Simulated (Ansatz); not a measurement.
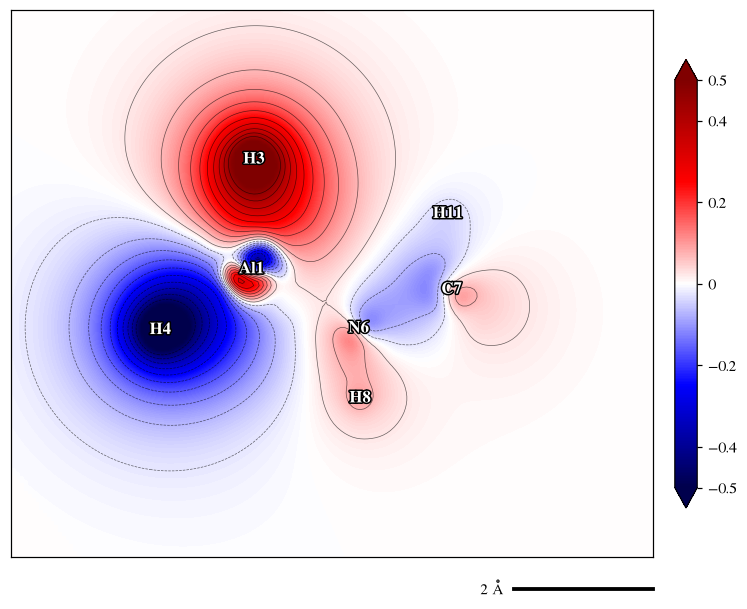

CH6AlN···H2. The HOMO−1 on the plane of atoms Al1, N6 and H8 (values in Å⁻³ᐟ²; the overall sign is arbitrary).

The product side of a reaction path; geometry: PBE0-D4/def2-TZVP.

The calculation used RKS PBE0-D4/def2-TZVPP (Ansatz).

```xyz
11

Al   -0.3137   -0.9869    0.9209
H     2.3916   -1.4854    0.6431
H    -0.4327   -2.2033   -0.0875
H    -0.1223   -1.1290    2.4870
H     2.3135   -0.7527    0.5058
N    -0.4908    0.6467    0.2635
C    -0.6834    1.0440   -1.1140
H    -0.4505    1.4412    0.8846
H     0.1379    1.6666   -1.4903
H    -1.6161    1.6015   -1.2619
H    -0.7336    0.1573   -1.7512
```

### Describe this orbital and give its energy.

It lies mainly on Al1 (about 35 %), H4 (about 30 %) and H3 (about 30 %). Its energy is −8.24 eV.
